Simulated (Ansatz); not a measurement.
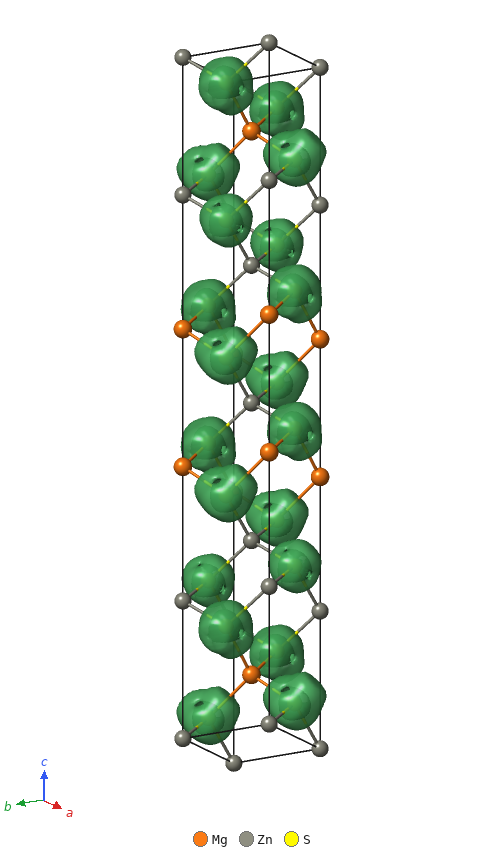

Mg2Zn3S5. Isosurface of the ELF at 0.8 (green), seen at an oblique angle. Only the valence region is drawn (cores and ρ < 0.01 e/Å³ removed). Sticks mark near contacts.

Space group I-4m2; a structure generated by program, which may or may not match a known phase.

These are results of DFT PBE, scalar-relativistic, plane waves, PAW in Ansatz, not measurements.

Core electrons are frozen (PAW), and the valence fields are smoothed inside the atomic spheres.

Input file:

```
crystal:
  lattice:
    - [-1.9561321375, 1.9561321375, 13.8643449458]
    - [1.9561321375, -1.9561321375, 13.8643449458]
    - [1.9561321375, 1.9561321375, -13.8643449458]
  atoms:
    - { symbol: Mg, position: [0.6009974393, 0.6009974393, 0.0] }
    - { symbol: Mg, position: [0.3990025607, 0.3990025607, 0.0] }
    - { symbol: Zn, position: [0.2019679552, 0.2019679552, 0.0] }
    - { symbol: Zn, position: [0.7980320448, 0.7980320448, 0.0] }
    - { symbol: Zn, position: [0.0, 0.0, 0.0] }
    - { symbol: S, position: [0.25, 0.75, 0.5] }
    - { symbol: S, position: [0.846203675, 0.346203675, 0.5] }
    - { symbol: S, position: [0.451788817, 0.951788817, 0.5] }
    - { symbol: S, position: [0.048211183, 0.548211183, 0.5] }
    - { symbol: S, position: [0.653796325, 0.153796325, 0.5] }
basis:
  ecutwfc: 420
kpoints:
  mp_grid: { grid: [10, 10, 10] }
hamiltonian:
  xc: pbe
scf:
  occupations: { method: gaussian, width: 0.02 }
output:
  forces: true
  stress: true
  eigenvalues: true
  write_density: true
  write_potential: true
  elf: true
  volumetric_format: npy
relax:
  adjacent_minimum: "off"
  f_tol: 0.01
  max_steps: 80
  cell: { stress_tol: 0.05 }
```

Launched as:

```sh
ansatz run input.yaml --threads 4 --pin off --max-ram 8192MiB --backend cpu --events-out ev --progress --plain --runs-dir out
```

Below, planes, directions and counts refer to the conventional cell (a = 3.92 Å, b = 3.92 Å, c = 27.80 Å, α = 90.00°, β = 90.00°, γ = 90.00°).

The fields are those of the run's last geometry, not of the input's.

> Where are the electrons localised?

At this value the surface marks out ten regions wrapped around S (the valence shell of each), counted in one cell of 20 atoms. Any copies at cell faces, edges or corners count once. Along the contacts the grid gives the following. Zn–S (2.37 Å): the ELF peaks at about 0.90 in the valence shell of S, 0.8 Å from its nucleus, and is about 0.55 at the midpoint. Mg–S (2.45 Å): the ELF peaks at about 0.90 in the valence shell of S, 0.9 Å from its nucleus, and falls to about 0.10 next to Mg: a largely ionic contact.
